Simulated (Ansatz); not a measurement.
Three curves of one kind of scan: energy against volume (even scaling of the relaxed cell, symmetry kept). Level of theory: r2SCAN (plane waves to 500 eV, PAW, scalar-relativistic; Ansatz, a program for electronic structure). Each is measured from its own zero (the relaxed starting cell). 

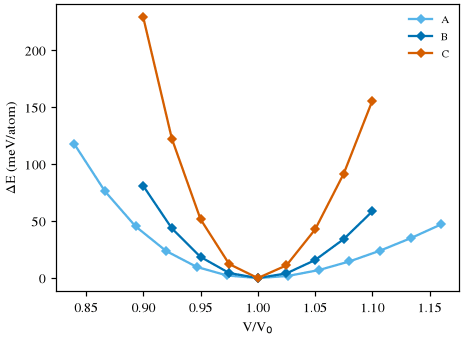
*Curves A, B and C.*

Which curve belongs to the crystal with a fitted bulk modulus at fixed cell shape of 428 GPa and a relaxed volume of 14.01 Å³/atom?

Curve C, Os (hcp, Mg type): near the minimum ΔE ≈ ½·B₀·V₀·(V/V₀ − 1)², with B₀·V₀ = 37 eV/atom.

All were relaxed with their symmetry unable to fall. Os is run without spin polarisation. Spin-orbit coupling is left out.

(A scan under strain: stresses follow from slopes of the energy per volume, elastic moduli from its curvatures.)
